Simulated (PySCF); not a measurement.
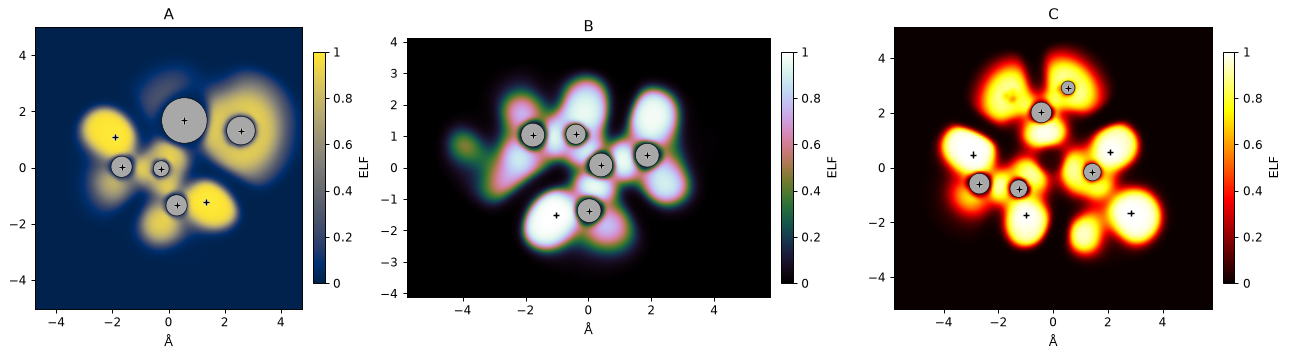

The electron localisation function of 3 systems, each on a plane through atoms (crosses mark nuclei in the plane; grey discs cover the cores).

These are results of PBE0/pcSseg-1, SCF density, gas phase, non-relativistic (PySCF), not measurements.

System 1: C6H10FN, the plane of atoms C5, C4 and C6. Geometry: GFN2-xTB.

```xyz
18

C    -2.9654    0.4890    0.2093
C    -1.9149    0.4676    1.0234
N    -0.6183    0.7368    0.6680
C     0.0951    0.1259   -0.1731
C    -0.2670   -1.1294   -0.9069
C     1.4808    0.6676   -0.4206
C     2.4988    0.0337    0.5257
F     2.6952   -1.2916    0.2189
H    -2.8524    0.6396   -0.8509
H    -3.9680    0.4078    0.5878
H    -2.0395    0.3715    2.0958
H    -0.3946   -0.9078   -1.9661
H    -1.1926   -1.5507   -0.5218
H     0.5368   -1.8565   -0.8119
H     1.7843    0.4707   -1.4498
H     1.4861    1.7415   -0.2358
H     3.4757    0.5189    0.4341
H     2.1510    0.0715    1.5621
```

System 2: C4H11F3N2Si, the plane of atoms N5, C6 and H19. Geometry: GFN2-xTB.

```yaml
atoms:
  - { symbol: C, position_ang: [3.0115, -0.5268, -0.7057] }
  - { symbol: C, position_ang: [2.0236, -0.6142, 0.4536] }
  - { symbol: N, position_ang: [1.0124, 0.4192, 0.4152] }
  - { symbol: Si, position_ang: [-0.3996, 0.3073, -0.5387] }
  - { symbol: N, position_ang: [-1.4305, -0.8496, 0.1819] }
  - { symbol: C, position_ang: [-2.8206, -1.0720, -0.1632] }
  - { symbol: C, position_ang: [-1.2831, 2.0165, -0.3001] }
  - { symbol: F, position_ang: [-1.7241, 2.2470, 0.9503] }
  - { symbol: F, position_ang: [-2.3659, 2.1482, -1.0999] }
  - { symbol: F, position_ang: [-0.4833, 3.0645, -0.6065] }
  - { symbol: H, position_ang: [3.5167, 0.4361, -0.7001] }
  - { symbol: H, position_ang: [3.7590, -1.3114, -0.6245] }
  - { symbol: H, position_ang: [2.4862, -0.6355, -1.6507] }
  - { symbol: H, position_ang: [1.5118, -1.5772, 0.4256] }
  - { symbol: H, position_ang: [2.5643, -0.5411, 1.4024] }
  - { symbol: H, position_ang: [1.4198, 1.3343, 0.5424] }
  - { symbol: H, position_ang: [-0.2368, 0.2085, -2.0012] }
  - { symbol: H, position_ang: [-1.0090, -1.6721, 0.5863] }
  - { symbol: H, position_ang: [-3.2549, -0.1403, -0.5145] }
  - { symbol: H, position_ang: [-2.9355, -1.8238, -0.9494] }
  - { symbol: H, position_ang: [-3.3706, -1.4006, 0.7194] }
```

System 3: C3H10AlClO (SMILES CC[O+](C)[AlH2-][Cl]), the plane of atoms O3, Al5 and Cl6. Geometry: GFN2-xTB.

```json
{"atom": "C", "x (Å)": "1.8157", "y (Å)": "-0.6558", "z (Å)": "-0.4288"}
{"atom": "C", "x (Å)": "0.8313", "y (Å)": "-0.4213", "z (Å)": "0.7077"}
{"atom": "O", "x (Å)": "-0.4258", "y (Å)": "0.0676", "z (Å)": "0.2560"}
{"atom": "C", "x (Å)": "-1.2465", "y (Å)": "-0.8812", "z (Å)": "-0.3947"}
{"atom": "Al", "x (Å)": "-1.1442", "y (Å)": "1.8306", "z (Å)": "0.2055"}
{"atom": "Cl", "x (Å)": "0.2154", "y (Å)": "3.0068", "z (Å)": "1.1783"}
{"atom": "H", "x (Å)": "1.4995", "y (Å)": "-1.4740", "z (Å)": "-1.0712"}
{"atom": "H", "x (Å)": "2.7903", "y (Å)": "-0.9017", "z (Å)": "-0.0168"}
{"atom": "H", "x (Å)": "1.9041", "y (Å)": "0.2501", "z (Å)": "-1.0245"}
{"atom": "H", "x (Å)": "1.2124", "y (Å)": "0.3590", "z (Å)": "1.3714"}
{"atom": "H", "x (Å)": "0.6721", "y (Å)": "-1.3400", "z (Å)": "1.2857"}
{"atom": "H", "x (Å)": "-0.7966", "y (Å)": "-1.2289", "z (Å)": "-1.3258"}
{"atom": "H", "x (Å)": "-2.1791", "y (Å)": "-0.3632", "z (Å)": "-0.6176"}
{"atom": "H", "x (Å)": "-1.4450", "y (Å)": "-1.7306", "z (Å)": "0.2640"}
{"atom": "H", "x (Å)": "-2.4815", "y (Å)": "1.5131", "z (Å)": "0.9450"}
{"atom": "H", "x (Å)": "-1.2297", "y (Å)": "1.9784", "z (Å)": "-1.3457"}
```

Question: Match each panel to its system.

Answer: Panel A is system 3, C3H10AlClO: the plane holds C, O, Al, Cl and H. C–O (1.41 Å): the ELF peaks at about 0.90 between the atoms, as expected for a polar covalent bond. Panel B is system 1, C6H10FN: the plane holds C, N and H. C–N (1.26 Å): the ELF peaks at about 0.90 between the atoms (a short, multiple covalent bond). Panel C is system 2, C4H11F3N2Si: the plane holds N, C, F and H. C–F (1.35 Å): the ELF peaks at about 0.85 between the atoms (a polar covalent bond).
